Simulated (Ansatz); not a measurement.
Computed generalised stacking-fault energy along a line: CaF2 (fluorite)

CaF₂ (fluorite) is sheared across one {100} plane: the third cell vector gains the shift, so faults repeat every 8.2 Å. The cut lies between planes 1.36 Å apart; the cell height is held.

```xyz
9
Lattice="3.8461 0.0000 0.0000 0.0000 3.8461 0.0000 1.9230 1.9230 8.1587" Properties=species:S:1:pos:R:3 pbc="T T T"
Ca     1.7628     1.7628     7.4788
Ca     1.7628     1.7628     2.0397
Ca     3.6858     3.6858     4.7593
F      3.6858     1.7628     0.6799
F      1.7628     3.6858     3.3995
F      3.6858     1.7628     6.1190
F      1.7628     3.6858     0.6799
F      3.6858     1.7628     3.3995
F      1.7628     3.6858     6.1190
```

In-plane vectors a = (3.846, 0.000) Å, b = (0.000, 3.846) Å, area 14.79 Å². The shift is s times the vector a + b (length 5.439 Å), so s = 1 restores the start. The shift is rigid: no atom relaxes. γ = [E(shift) − E(0)] / area.

Calculation: r2SCAN (plane waves to 500 eV, PAW, scalar-relativistic; Ansatz, a first-principles code). k mesh 7×7×7 (Γ-centred), Fermi-Dirac smearing 0.05 eV. Energies are extrapolated to zero smearing. Compression counts positive. Faults lie only 8.2 Å apart, and holding the cell height and the atoms raises γ above its relaxed value. CaF2 was relaxed with its symmetry unable to fall. The zero of γ is zero shift.

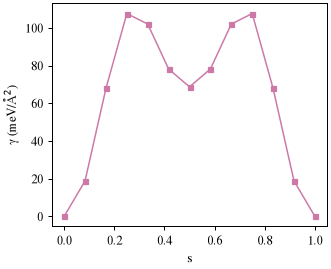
*γ (meV/Å²) against s; computed points joined by lines (the last repeats the first, one period on).*

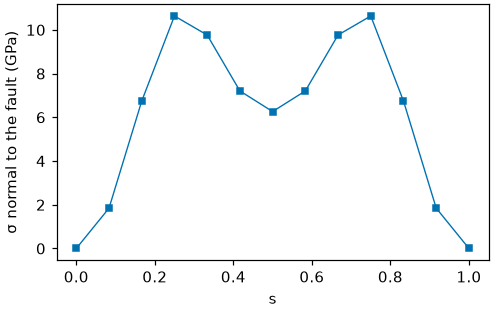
Figure: σ normal to the fault (GPa) against s; one marker a computed point (the last repeats the first, one period on).

The highest computed γ on the line is 1.72 J/m² and the steepest slope dγ/d(shift) before the first maximum (spline) is 19 GPa. The lower barrier from zero shift into that minimum (unstable fault energy, highest computed point) is 1.72 J/m² and the γ at the local minimum along the line, s = 0.500 is 1.10 J/m². Position of the highest point: s = 0.250 and s = 0.750.

A slope of 1 mJ/m² per Å is 0.01 GPa.

(The slope of γ gives the shear force per area between the displaced halves; near zero shift its curvature is an elastic stiffness.)
